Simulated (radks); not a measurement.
The tungsten ion W⁶⁺; electrons: [Xe] 4f13 6s1 (high spin). Method: scalar-relativistic Kohn-Sham, PBEsol, spin-polarised, spherical densities, finite nucleus; computed with the in-house radial solver radks.

Wanted: the number of electrons inside radius r (solid) and the radial density 4πr²ρ (dashed).

The count levels off at 68 electrons. Half of them lie within 0.358 bohr, 90 % within 1.03 bohr and 99 % within 2.10 bohr. The radial density has minima at 0.0239, 0.102 and 0.294 bohr, where the count stands at 1.9, 11.0 and 29.8; these part the shells that the density resolves.

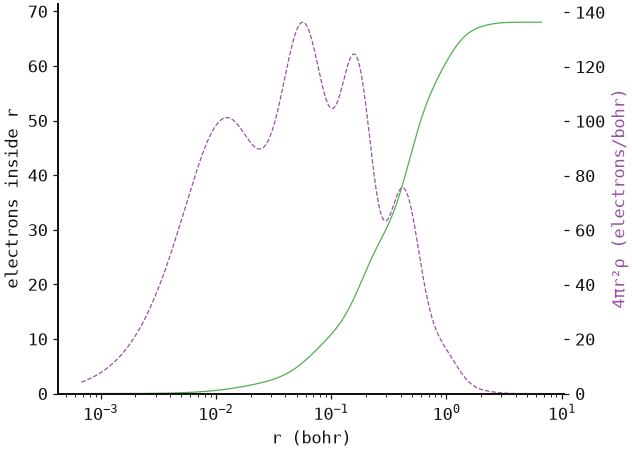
